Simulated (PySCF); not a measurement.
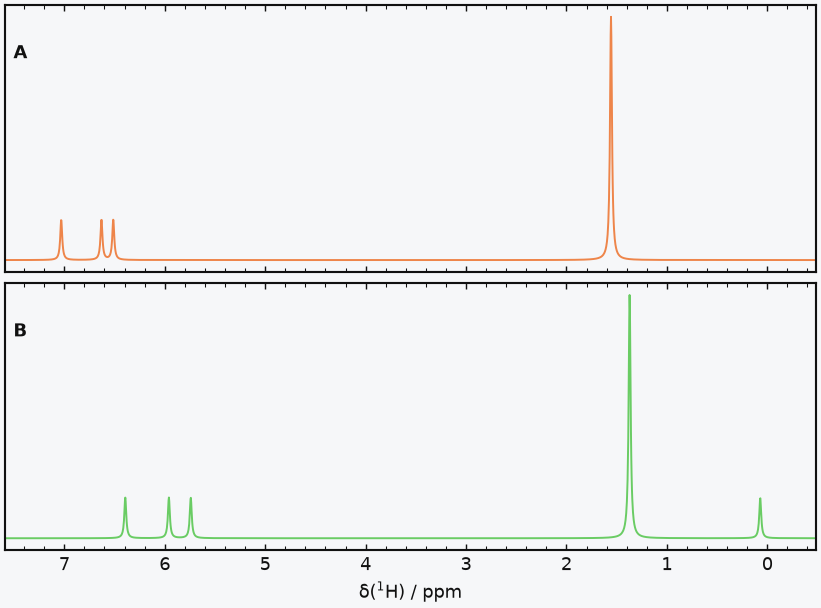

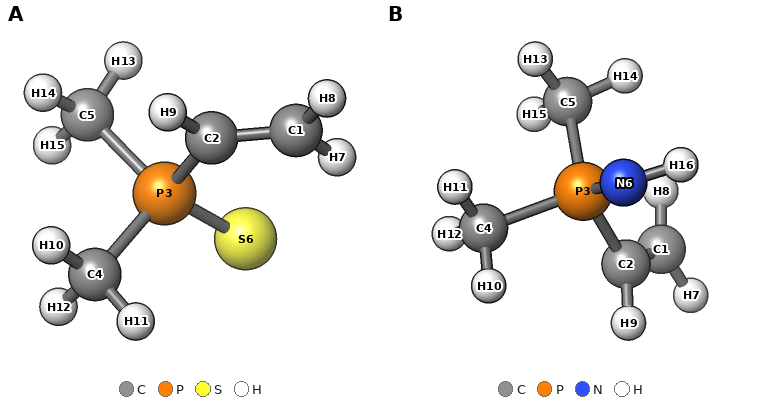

Related molecules: A is C₄H₉PS, SMILES C=CP(C)(C)=S; B is C₄H₁₀NP, SMILES C=CP(C)(C)=N. GIAO ¹H shifts against TMS, PBE0/pcSseg-1 in PySCF 2.14.0, at a GFN2-xTB geometry (no frequency check); fully decoupled, line heights follow the number of nuclei within a panel, widths are arbitrary (no quadrupolar broadening); values of one conformer, averaged over nuclei that symmetry, rotation about single bonds or inversion at nitrogen exchange, these motions taken as fast; other conformers aren't averaged in. Protons on N, O or S are those of the isolated molecule, without hydrogen bonds to neighbours or exchange.

> Assign the ¹H signals of each molecule.

A: 7.03 (H7); 6.63 (H8); 6.51 (H9); 1.56 (H10, H11, H12, H13, H14, H15)
B: 6.39 (H9); 5.96 (H7); 5.74 (H8); 1.37 (H10, H11, H12, H13, H14, H15); 0.07 (H16)

Caveats, for all or some of the runs: the tight-binding geometry is rougher than a DFT one and adds to the error.
